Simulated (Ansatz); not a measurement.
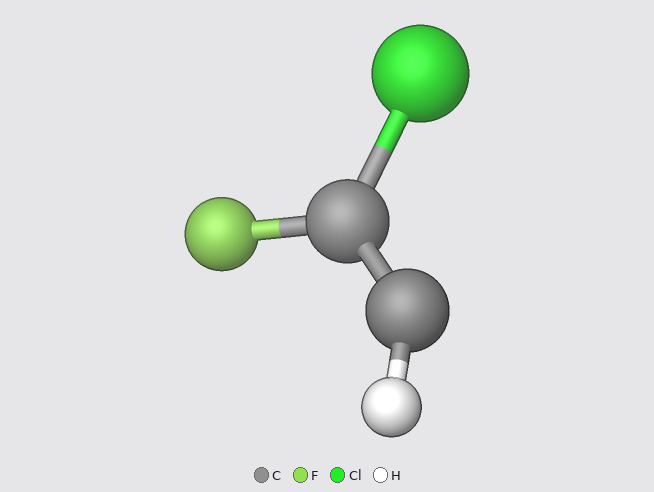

A ball-and-stick model of a molecule.

The species is neutral and a spin doublet. The computed structure is the end point of a PBE0-D4/def2-TZVP optimisation. No frequency run is at hand to confirm it as a minimum.

Description:

Formula C2HClF. As SMILES it reads `[H]/[C]=C(\F)Cl`. Among its groups: C–F bond, C–Cl bond. The point group is Cs. It is an open-shell species. All atoms lie on one plane. Coordination: 1 C bent; 1 C trigonal planar.

More results for the same structure follow; atom numbers are the same in all pictures, views and colours differ.

### Geometry

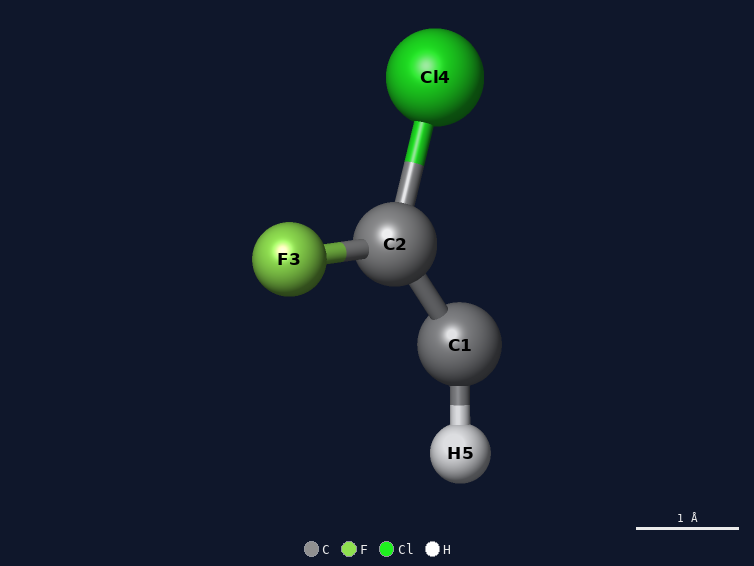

The atoms are numbered. No frequency run is at hand to confirm it as a minimum.

List the bonds and their lengths.

| bond | length (Å) | order |
| --- | --- | --- |
| C1–C2 | 1.300 | double |
| C1–H5 | 1.074 | single |
| C2–F3 | 1.332 | single |
| C2–Cl4 | 1.710 | single |

### Electronic properties

No frequency run is at hand to confirm it as a minimum. Properties computed with UKS PBE0-D4/def2-TZVPP (Ansatz 0.2.0).

> What is the ⟨S²⟩ of the determinant?

0.764.

> What is the HOMO energy (Kohn–Sham orbital)?

−7.69 eV.

### Dipole moment

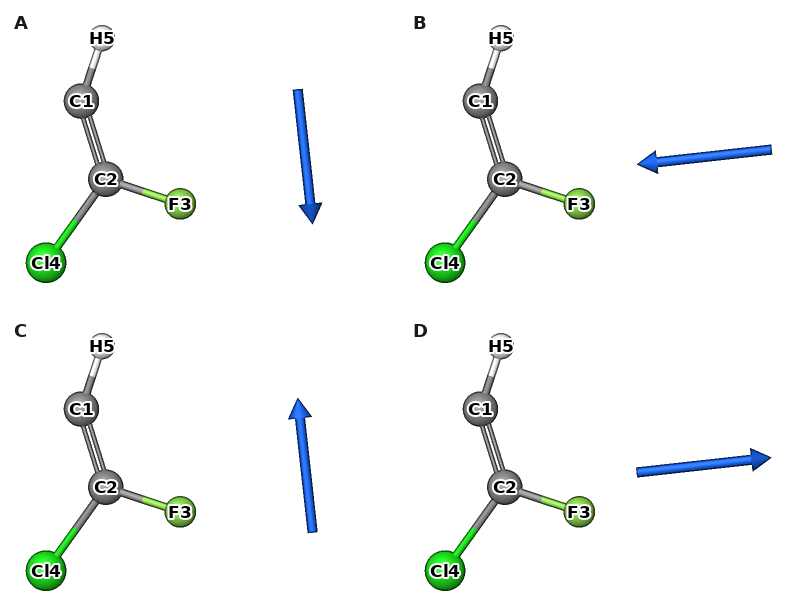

The same molecule four times, each with an arrow. No frequency run is at hand to confirm it as a minimum. Method: UKS PBE0-D4/def2-TZVP (Ansatz 0.2.0).

> Which arrow points along the dipole moment, from the negative to the positive end?

C. The dipole moment is 1.11 D; it points from the side of Cl4 to the side of H5 (the outermost atoms at the two ends).

### Charges

The questions are on Mulliken charges. No frequency run is at hand to confirm it as a minimum. Method: UKS PBE0-D4/def2-TZVP (Ansatz 0.2.0).

List the Mulliken charges.

```tsv
atom	value (e)
C1	−0.20
C2	0.19
F3	−0.15
Cl4	−0.04
H5	0.19
```

Mulliken values depend strongly on the basis set and can even reverse the polarity of a bond.
